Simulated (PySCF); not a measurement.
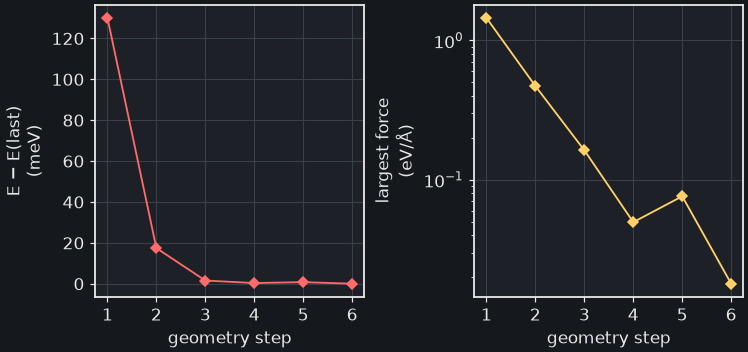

History of a geometry optimisation.

System: AlCl2H (SMILES [H][Al]([Cl])[Cl]).
Method: PBE0-D3(BJ)/def2-SVP, geometry optimisation in PySCF 2.14.0, density fitting.

Q: How did it end, and what did it gain?

A: The optimisation met its thresholds at geometry 6, counting the start as the first. The energy fell by about 130 meV from the first step to the last. The largest force goes from about 1.5 eV/Å at the start to 0.018 eV/Å at the end.
